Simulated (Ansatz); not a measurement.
# Fe wire along [100], 21 atoms a period: bands along the axis, part 2 of 2

Wanted: the relaxed geometry and the bands of the Fe wire along [100], 21 atoms a period.

Ansatz 0.2.0; DFT PBE, plane waves, PAW; relaxation of a wire's period; PAW set soft_1 (the session's first sound run).

So far: The starting structure; Relaxing the period.

### 2. Relaxing the period (continued)

Site moment by atom:

```
atom  site moment (μB)
 Fe1              2.70
 Fe2              2.27
 Fe3              2.70
 Fe4              2.27
 Fe5              2.28
 Fe6              2.27
 Fe7              2.70
 Fe8              2.27
 Fe9              2.70
Fe10              2.83
Fe11              2.83
Fe12              2.83
Fe13              2.44
Fe14              2.44
Fe15              2.83
Fe16              2.83
Fe17              2.44
Fe18              2.44
Fe19              2.83
Fe20              2.83
Fe21              2.83
```

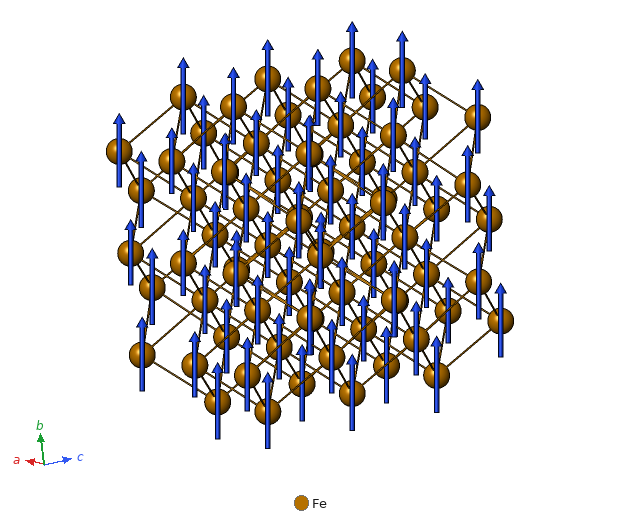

Site moment as arrows, the longest 2.83 μB. Up and down stand for the sign. Arrows give size and sign along the axis of quantisation, drawn up and down the page. 1×1×3 cells are drawn. Some periodic images of atoms are drawn too.

The cell's length comes to 2.719 Å with an absolute moment of 57.80 μB a cell.

### 3. The wire at its relaxed period

This step: DFT PBE, plane waves, PAW; bands of a perfect wire; PAW set soft_1 (Ansatz 0.2.0).

At the relaxed period the bands are computed along the axis; those that cross an energy going forward count the channels that a perfect wire would open there.

The input, input.yaml:

```yaml
crystal:
  lattice:
    - [15.29, 0.0, 0.0]
    - [0.0, 15.29, 0.0]
    - [0.0, 0.0, 2.7193486279]
  atoms:
    - { symbol: Fe, position: [0.312308824, 0.312308824, 0.0], spin: 2.7 }
    - { symbol: Fe, position: [0.312183401, 0.5, 0.0], spin: 2.27 }
    - { symbol: Fe, position: [0.312308824, 0.687691176, 0.0], spin: 2.7 }
    - { symbol: Fe, position: [0.5, 0.312183401, 0.0], spin: 2.27 }
    - { symbol: Fe, position: [0.5, 0.5, 0.0], spin: 2.28 }
    - { symbol: Fe, position: [0.5, 0.687816599, 0.0], spin: 2.27 }
    - { symbol: Fe, position: [0.687691176, 0.312308824, 0.0], spin: 2.7 }
    - { symbol: Fe, position: [0.687816599, 0.5, 0.0], spin: 2.27 }
    - { symbol: Fe, position: [0.687691176, 0.687691176, 0.0], spin: 2.7 }
    - { symbol: Fe, position: [0.219023723, 0.410582284, 0.5], spin: 2.83 }
    - { symbol: Fe, position: [0.219023723, 0.589417716, 0.5], spin: 2.83 }
    - { symbol: Fe, position: [0.410582284, 0.219023723, 0.5], spin: 2.83 }
    - { symbol: Fe, position: [0.406061386, 0.406061386, 0.5], spin: 2.44 }
    - { symbol: Fe, position: [0.406061386, 0.593938614, 0.5], spin: 2.44 }
    - { symbol: Fe, position: [0.410582284, 0.780976277, 0.5], spin: 2.83 }
    - { symbol: Fe, position: [0.589417716, 0.219023723, 0.5], spin: 2.83 }
    - { symbol: Fe, position: [0.593938614, 0.406061386, 0.5], spin: 2.44 }
    - { symbol: Fe, position: [0.593938614, 0.593938614, 0.5], spin: 2.44 }
    - { symbol: Fe, position: [0.589417716, 0.780976277, 0.5], spin: 2.83 }
    - { symbol: Fe, position: [0.780976277, 0.410582284, 0.5], spin: 2.83 }
    - { symbol: Fe, position: [0.780976277, 0.589417716, 0.5], spin: 2.83 }
magnetization:
  spin_polarized: true
kpoints:
  mp_grid: { grid: [1, 1, 30] }
  band_path: { path: ["Γ", Z], npoints: 90 }
scf:
  occupations: { method: fermi_dirac, width: 0.05 }
hamiltonian:
  xc: pbe
  pseudopotentials: { kind: paw, azcp: { folder: soft_1 } }
output:
  dos: { e_range: [-5, 4] }
  write_potential: true
  write_density: true
  volumetric_format: npy
```

Command:

```sh
$ ansatz run input.yaml --threads 4 --pin off --max-ram 16384MiB --backend cpu --events-out ev --progress --plain --runs-dir out
```

Numbers of over 12 decimals in the logs are rounded to 6 here.

What it wrote:

```text
[...]
Crystal: 21 atoms, lattice volume = 635.740 Å³
Basis set: ecut = 420 eV, 12469 PW (Γ)
Bands: 235, of which v1, the nominal top of the filled ones, is band 168 counted from 1 (167 counted from 0)
Symmetry: 16 space group operations
[...]
k-points: 16 of 30
[...]
Starting moments: Σ|m| = 54.56 μB on 21 of 21 sites
[...]
SCF iter   1: F=—  HF=-94071.500082 eV  |F-HF|=—  |Δ(HF+E_count)|=         —  Δρ=5.14e-2 (↑2.42e-2 ↓5.14e-2)  dr2=7.77e1  dr2_m=6.25e0  M=56.825 μB ∫|m|=57.274 μB  β_m=0.30  ethr=3.10e-3  ⟨swp⟩=8.0  Hψ=34308  notcnv=0  defer=507
[...]
SCF iter  16: F=-94075.674480 eV  HF=-94075.674480 eV  |F-HF|=2.83e-8  |Δ(HF+E_count)|=   7.45e-9  Δρ=1.21e-6 (↑1.21e-6 ↓1.02e-6)  dr2=2.96e-8  dr2_m=2.83e-10  M=55.855 μB ∫|m|=57.897 μB  ethr=6.79e-12  ⟨swp⟩=13.0  Hψ=39364  notcnv=0
SCF 1 converged in 16 iterations: F = -94075.674480 eV  dr2 = 2.96e-8
[...]
WARN: The output density's exchange-correlation potential varies sharply where the density is thin. Do not read a vacuum level from v_tot or v_xc, or from such a field of the output density. On a cell that repeats whose density bears no net charge and no dipole along the vacuum's axis use v_es (v_loc + v_h of the components); under efield.dipole_correction with no amplitude use v_es + v_field, which holds any externa [...]
NSCF: frozen V_eff on 91 k-points
SCF converged after 16 iterations
Magnetization: 55.8551 μB (195.9275 up, 140.0725 down)
Absolute magnetization: 57.9009 μB (∫|ρ↑−ρ↓|, with the PAW one-centre terms)
[...]
Per-site moments (μB) at R_I (Å): [(2.701423, 1.006908), (2.279556, 0.988873), (2.701423, 1.006908), (2.279556, 0.988873), (2.283283, 1.008286), (2.279556, 0.988873), (2.701423, 1.006908), (2.279556, 0.988873), (2.701423, 1.006908), (2.833366, 0.988873), (2.833366, 0.988873), (2.833366, 0.988873), (2.438721, 1.006908), (2.438721, 1.006908), (2.833366, 0.988873), (2.833366, 0.988873), (2.438721, 1.006908), (2.438721, 1.006908), (2.833366, 0.988873), (2.833366, 0.988873), (2.833366, 0.988873)]
Free energy (F): -94075.674480 eV
[...]
Internal energy: -94075.497975 eV  (E = F + TS)
E sigma→0 (E₀):  -94075.586227 eV
Entropy (-TS):   -0.176504 eV (-8.405 meV/atom)
Fermi energy:    4.584503 eV
[...]
--- Band table (eV; the first three rows and the last of 32) ---
  k-point 0 ↑: bands = [... 164 lower, 2.9607, 3.0362, 3.0553, 3.0553, 3.1204, 3.1575, 3.1655, 3.1846, ... 63 higher]
  k-point 1 ↑: bands = [... 164 lower, 2.9763, 3.0088, 3.0251, 3.0603, 3.0603, 3.1434, 3.1560, 3.1560, ... 63 higher]
  k-point 2 ↑: bands = [... 164 lower, 2.9867, 2.9944, 3.0131, 3.0751, 3.0751, 3.1401, 3.1401, 3.1928, ... 63 higher]
  k-point 15 ↓: bands = [... 164 lower, 6.1398, 6.1605, 6.2114, 6.2114, 6.2932, 6.2932, 6.3114, 6.3144, ... 63 higher]
```

Elapsed: 21 min, on 4 threads of Arm Neoverse N1, shared host; peak memory 11 GiB.

Reading the cycles: dr2 is the Hartree energy of the density residual (eV), the measure of convergence; HF is the Harris–Foulkes estimate of the energy, which meets the free energy F at convergence.

Numbers from this step:

```
energy at zero smearing : -94075.5862 eV
total moment            : 55.86 μB
absolute moment         : 57.90 μB
band gap                : 0 eV
```

Between Γ and Z the bands cross the Fermi level 26 times, so a perfect wire would conduct at least 13 G₀, with an absolute moment of 57.90 μB a cell.

### 4. Results

* cell length, PBE: 2.719 Å
* absolute moment, PBE: 57.9 μB
* ballistic conductance by band crossings, a lower bound, PBE: 13 G₀

**Reading.** Under PBE the cell's length is 2.72 Å, the absolute moment is 57.90 μB a cell, and the bands cross the Fermi level 26 times between Γ and Z, which gives a perfect wire at least 13 G₀ (opposite crossings within one step of the path cancel in such a count). In the perfect wire the moments were started parallel, and no opposed start was run. No search over magnetic orders was made; another may lie lower.

[Logs are printed without paths, hosts, clocks, repeated set-up lines and the standing remarks that a program may print on its own settings, such as how far it seeks lower states.]

[Hosts, paths, dates, database ids (printed as entryN), source tags and the programs' standing remarks are cut or masked in the printed files.]
